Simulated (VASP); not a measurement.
Band structure of MgSe (space group Fm-3m). Level of theory: PBE GGA, VASP's PBE PAW potentials (set 64) (plane waves; VASP).

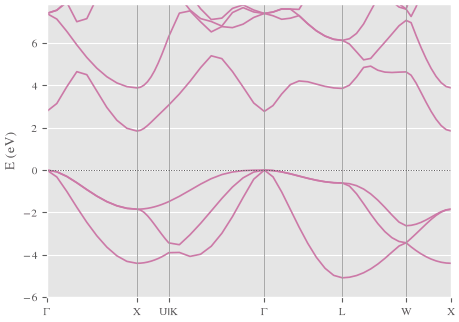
Bands along high-symmetry lines, zero at the valence-band maximum or, without a gap, the Fermi level

Task: Read the plot: is there a gap, and where are the band edges?

Result: The gap is indirect, 1.85 eV, from the valence maximum at Γ to the conduction minimum at X.

The structure comes from a computed database's MgSe entry; how it stands against other phases isn't given here. The cell was not relaxed at this level.
